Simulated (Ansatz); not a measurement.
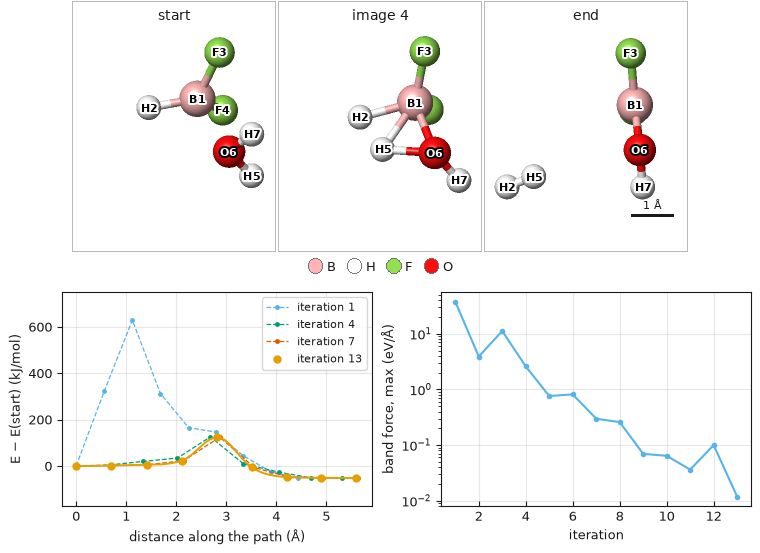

A search for the minimum-energy path of BH$_{3}$OF$_{2}$ by the nudged elastic band. Images are numbered from 0 (start) to 8 (end). The plot follows the band through its iterations. A ball-and-stick model, seen from a free direction.

These are results of UKS PBE-D4/6-31G in Ansatz 0.2.0, not measurements. Run with 7 movable images; climbing image; force threshold 0.03 eV/Å; iteration limit 60; starting path through a guess of the saddle point.

> Did the band converge, and can the barrier be trusted?

The result is final at these settings. The band converged in 13 iterations. The largest component of the band force went from 38 to 0.012 eV/Å. The climbing image converged on the top of the path. Its vibrational analysis gives one imaginary mode (1312i cm⁻¹), as a transition state must have. The first iteration put the highest image at 629.0 kJ/mol. The energy climbs by 123.9 kJ/mol to image 4 and then falls by 175.2 kJ/mol, so the end point sits at −51.2 kJ/mol.

The run took 6.5 min on 1 thread of Intel(R) Xeon(R) Processor @ 2.50GHz (Skylake/Cascade Lake), with other jobs on the host, peak memory 0.11 GiB.
